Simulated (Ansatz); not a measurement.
# BBrH₄Si (SMILES [SiH3]BBr): one structure at several levels

Aim: energy, forces and dipole at a structure displaced at random from a GFN2-xTB minimum, from CCSD(T) and from density functionals.

Method: single points in def2-TZVPP; program: Ansatz 0.2.0, Gaussian basis.

Correlated methods freeze the cores. Filled d shells of the heavier atoms are correlated. B3LYP uses VWN-RPA correlation.

## Step 1: Starting geometry

7 atoms, charge 0, spin multiplicity 1.

Atoms are counted from 1 here; the program's logs count them from 0.

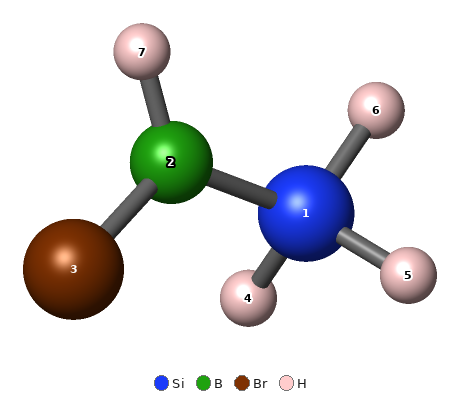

The starting geometry (silicon blue, boron green, bromine brown, hydrogen pink); atoms are numbered from 1 in the order of the file.

Coordinates:

```xyz
7
BBrH4Si
Si   -0.71980    0.47620   -0.18780
B     0.74460   -0.58190    0.44680
Br    1.81250   -1.83100   -0.56980
H    -1.66980   -0.46440   -0.59820
H    -0.39870    1.32240   -1.27980
H    -1.23440    1.48050    0.74680
H     1.28870   -0.46150    1.54680
```

## Step 2: CCSD(T)/def2-TZVPP

run/in.yaml

```yaml
crystal:
  periodic: [false, false, false]
  atoms:
    - {symbol: Si, position_ang: [-0.719800, 0.476200, -0.187800]}
    - {symbol: B, position_ang: [0.744600, -0.581900, 0.446800]}
    - {symbol: Br, position_ang: [1.812500, -1.831000, -0.569800]}
    - {symbol: H, position_ang: [-1.669800, -0.464400, -0.598200]}
    - {symbol: H, position_ang: [-0.398700, 1.322400, -1.279800]}
    - {symbol: H, position_ang: [-1.234400, 1.480500, 0.746800]}
    - {symbol: H, position_ang: [1.288700, -0.461500, 1.546800]}
basis:
  gaussian: {orbitals: def2-TZVPP}
correlation: {method: ccsd_t}
output: {forces: true}
```

No record of the launch command was kept for these runs.

## Step 3: PBE0-D4/def2-TZVPP

Edit run/in.yaml of step 2 so:

```diff
@@ -12,3 +12,3 @@
   gaussian: {orbitals: def2-TZVPP}
-correlation: {method: ccsd_t}
-output: {forces: true}
+hamiltonian: {xc: pbe0, dispersion: d4}
+output: {forces: true, orbitals: {seedname: orbitals}}
```

## Step 4: wB97M-V/def2-TZVPP

Edit run/in.yaml of step 3 so:

```diff
@@ -12,3 +12,3 @@
   gaussian: {orbitals: def2-TZVPP}
-hamiltonian: {xc: pbe0, dispersion: d4}
-output: {forces: true, orbitals: {seedname: orbitals}}
+hamiltonian: {xc: {name: wB97M-V}}
+output: {forces: true}
```

## Step 5: r2SCAN-D4/def2-TZVPP

Edit run/in.yaml of step 4 so:

```diff
@@ -12,3 +12,3 @@
   gaussian: {orbitals: def2-TZVPP}
-hamiltonian: {xc: {name: wB97M-V}}
+hamiltonian: {xc: r2scan, dispersion: d4}
 output: {forces: true}
```

## Step 6: PBE-D4/def2-TZVPP

Edit run/in.yaml of step 5 so:

```diff
@@ -12,3 +12,3 @@
   gaussian: {orbitals: def2-TZVPP}
-hamiltonian: {xc: r2scan, dispersion: d4}
+hamiltonian: {xc: pbe, dispersion: d4}
 output: {forces: true}
```

## Step 7: BLYP-D4/def2-TZVPP

Edit run/in.yaml of step 6 so:

```diff
@@ -12,3 +12,3 @@
   gaussian: {orbitals: def2-TZVPP}
-hamiltonian: {xc: pbe, dispersion: d4}
+hamiltonian: {xc: {name: BLYP}, dispersion: d4}
 output: {forces: true}
```

## Step 8: B3LYP-D4/def2-TZVPP

Edit run/in.yaml of step 7 so:

```diff
@@ -12,3 +12,3 @@
   gaussian: {orbitals: def2-TZVPP}
-hamiltonian: {xc: {name: BLYP}, dispersion: d4}
+hamiltonian: {xc: {name: B3LYP}, dispersion: d4}
 output: {forces: true}
```

(Steps that only read results are left out.)

Q: Predict the outcome of this session. Wanted: energy less free atoms, CCSD(T)/def2-TZVPP; RMS force component; RMS force error; HOMO and LUMO, PBE0-D4; T1 diagnostic.

The runs gave:

```
                                  quantity                                                                                            value
energy less free atoms, CCSD(T)/def2-TZVPP                                                                                   -1967.5 kJ/mol
                       RMS force component                                                             0.917 to 0.989 eV/Å over the methods
                           RMS force error  PBE0-D4 0.093, wB97M-V 0.063, r2SCAN-D4 0.108, PBE-D4 0.194, BLYP-D4 0.180, B3LYP-D4 0.096 eV/Å
                    HOMO and LUMO, PBE0-D4                                                                               -7.89 and -2.61 eV
                             T1 diagnostic                                                                                            0.012
```

**Reading.** Against CCSD(T) the functionals' energies less atoms differ by -65.0 to -26.8 kJ/mol, PBE-D4 by -49.5 kJ/mol. A larger basis would deepen the CCSD(T) value, while the functionals are nearly converged already, so the order here is not reliable. For forces wB97M-V does best and PBE-D4 worst. Frozen-core CCSD(T) forces in triple zeta carry basis errors of their own, and this is one geometry, so small gaps rank nothing.
